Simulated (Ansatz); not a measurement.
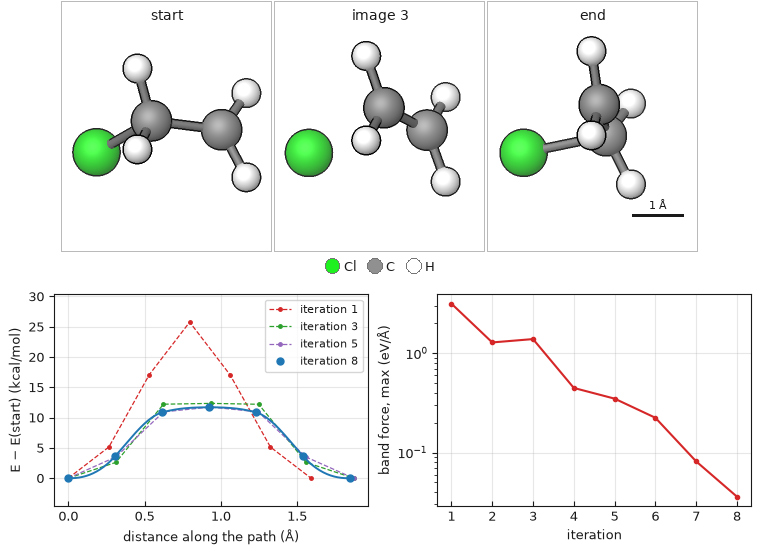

A nudged-elastic-band calculation for C2H4Cl (multiplicity 2). Images are numbered from 0 (start) to 6 (end). The plot follows the band through its iterations. Style: ball-and-stick. Shown at a tilt.

All numbers below come from UKS PBE0-D4/def2-SVP in Ansatz 0.2.0.

The input:
```yaml
crystal:
  periodic: [false, false, false]
  atoms:
    - {symbol: Cl, position_ang: [1.966479, 0.208534, -0.094330]}
    - {symbol: C, position_ang: [0.178208, 0.269626, -0.489142]}
    - {symbol: C, position_ang: [-0.596358, -0.351019, 0.580274]}
    - {symbol: H, position_ang: [0.087790, -0.248946, -1.441315]}
    - {symbol: H, position_ang: [-0.039941, 1.327604, -0.618842]}
    - {symbol: H, position_ang: [-0.864657, 0.218749, 1.460288]}
    - {symbol: H, position_ang: [-0.731521, -1.424449, 0.603068]}
basis:
  gaussian: {orbitals: def2-SVP}
magnetization: {spin_polarized: true, initial_magnetization: 1}
hamiltonian: {xc: pbe0, dispersion: d4}
neb:
  images: 5
  climbing: true
  max_iterations: 40
  initial_path: idpp
  final_atoms:
    - {symbol: Cl, position_ang: [1.786429, -0.276863, 0.808230]}
    - {symbol: C, position_ang: [-0.329164, 0.367842, -0.756205]}
    - {symbol: C, position_ang: [-0.022906, -0.272368, 0.518561]}
    - {symbol: H, position_ang: [-0.276053, -0.198082, -1.677012]}
    - {symbol: H, position_ang: [-0.409121, 1.445127, -0.819787]}
    - {symbol: H, position_ang: [-0.438474, 0.255555, 1.374368]}
    - {symbol: H, position_ang: [-0.310711, -1.321112, 0.551844]}
```

Launched with:
```bash
ansatz run in.yaml --threads 2 --pin off --events-out ev --progress --plain --max-ram 4352MiB
```

How did the profile develop, and is the result final?

Answer. The run is converged, with reservations. The band converged in 8 iterations. The largest component of the band force went from 3.2 to 0.036 eV/Å. The climbing image converged on the top of the path. Its curvatures weren't checked. The largest force component is 0.38 eV/Å at the start and 0.38 eV/Å at the end; an end with forces this large is no minimum, and the barrier measured from it can be far off. The first iteration put the highest image at 25.8 kcal/mol. The two ends have the same energy, and the highest point, image 3, lies 11.7 kcal/mol above the start.
